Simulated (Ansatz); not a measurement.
# revPBE/STO-3G run of BH3O (SMILES BO)

What is the vertical singlet–triplet gap of BH3O at revPBE/STO-3G? 

Program for the calculation: Ansatz 0.2.0.

46 further runs of the same task are left out: 46 set aside as unsound or not needed.

## 1. The molecule

BH3O has 5 atoms, charge 0, and is taken as a singlet. SMILES: `BO`. The coordinates come from a PBE0-D4/def2-TZVP relaxation.

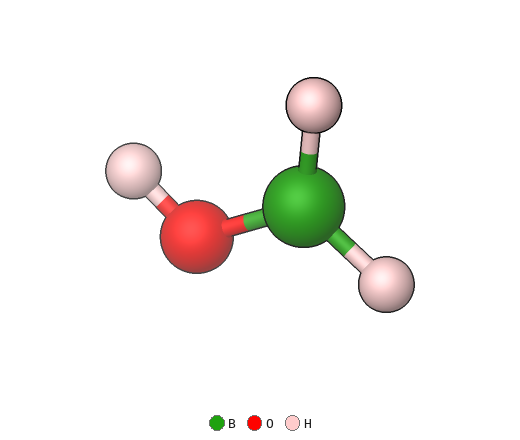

Viewed from a chosen angle; boron green, oxygen red, hydrogen pink.

## 2. A single-point energy at revPBE/STO-3G

The input, input.yaml:

```yaml
crystal:
  periodic: [false, false, false]
  atoms:
    - symbol: B
      position_ang: [-0.226600, -0.352800, 0.074700]
    - symbol: O
      position_ang: [0.413500, 0.801800, 0.345900]
    - symbol: H
      position_ang: [-0.820300, -0.865500, 0.977800]
    - symbol: H
      position_ang: [-0.190600, -0.828900, -1.028100]
    - symbol: H
      position_ang: [0.874000, 1.171800, -0.411700]
basis:
  gaussian:
    orbitals: STO-3G
total_charge: 0
hamiltonian:
  xc: {name: revPBE}
accuracy: high
```

The run is started by

```sh
$ ansatz run input.yaml --threads 1 --pin off --max-ram 2610MiB --events-out events.jsonl --progress --plain --runs-dir runs
```

Log:

```text
Warning: RAYON_NUM_THREADS=1 ignored (pool sized by the plan → 1); use --threads N
Functional definition: revPBE
  name "revPBE"
  parameter kappa = 1.245
  parameter beta = 0.06672455060314922
  exchange = pbe_x(kappa = kappa, mu = beta*pi^2/3)
  correlation = pbe_c(beta = beta)
207 factors; integrals over basis functions are off by at most 3.6e-8 eV
mean field evaluation 1: about -2734.8459 eV, gradient 8.2e0 eV
mean field evaluation 2: about -2734.9041 eV, gradient 8.3e0 eV
mean field evaluation 4: about -2735.1018 eV, gradient 3.4e-1 eV
mean field evaluation 8: about -2735.0511 eV, gradient 2.5e-3 eV
mean field evaluation 16: about -2735.0511 eV, gradient 1.4e-8 eV
mean field -2735.05112424 eV, -100.5112749315 hartree, gradient 1.4e-8 eV, S^2 0.000000; 0 other end points of the search recorded, 0 dependent functions left out
reference -2735.05112633 eV, -100.5112750082 hartree; 8, 8 occupied and 5, 5 virtual orbitals, 207 factors
Total energy: -2735.05112633 eV, -100.5112750082 hartree
```

It took 0.68 s on 1 thread of Arm Neoverse V1, shared host.

## 3. The triplet

The input, molecule.yaml:

```yaml
crystal:
  periodic: [false, false, false]
  atoms:
    - {symbol: B, position_ang: [-0.226600, -0.352800, 0.074700]}
    - {symbol: O, position_ang: [0.413500, 0.801800, 0.345900]}
    - {symbol: H, position_ang: [-0.820300, -0.865500, 0.977800]}
    - {symbol: H, position_ang: [-0.190600, -0.828900, -1.028100]}
    - {symbol: H, position_ang: [0.874000, 1.171800, -0.411700]}
basis:
  gaussian: {orbitals: STO-3G}
accuracy: high
magnetization: {spin_polarized: true, initial_magnetization: 2}
hamiltonian: {xc: {name: revPBE}}
```

The run is started by

```sh
$ ansatz run molecule.yaml --threads 1 --pin off --max-ram 2610MiB --events-out events.jsonl --progress --plain --runs-dir runs
```

Log, cut to the lines that bear on the results:

```text
Warning: RAYON_NUM_THREADS=1 ignored (pool sized by the plan → 1); use --threads N
[... 6 set-up lines as earlier in the session ...]
207 factors; integrals over basis functions are off by at most 3.6e-8 eV
mean field evaluation 1: about -2726.9303 eV, gradient 1.2e1 eV
mean field evaluation 2: about -2723.7406 eV, gradient 2.2e1 eV
mean field evaluation 4: about -2728.2409 eV, gradient 6.6e-1 eV
mean field evaluation 8: about -2728.2077 eV, gradient 4.4e-2 eV
mean field evaluation 16: about -2728.2077 eV, gradient 8.2e-7 eV
mean field -2728.20768967 eV, -100.2597833499 hartree, gradient 5.8e-8 eV, S^2 2.000724; 3 other end points of the search recorded, 0 dependent functions left out
reference -2728.20769181 eV, -100.2597834286 hartree; 9, 7 occupied and 4, 6 virtual orbitals, 207 factors
Total energy: -2728.20769181 eV, -100.2597834286 hartree
```

It took 1.3 s on 1 thread of Arm Neoverse V1, shared host; peak memory 0.11 GiB.

## 4. Summary of results

At revPBE/STO-3G:

```
                                        quantity          value
                           singlet: total energy  -100.51128 Eh
                           triplet: total energy  -100.25978 Eh
                                   triplet: ⟨S²⟩          2.001
vertical energy of the triplet above the singlet       6.843 eV
```

At this shape the triplet lies 6.84 eV (158 kcal/mol) above the singlet. In a minimal basis such a difference can be off by several eV, whatever the method.
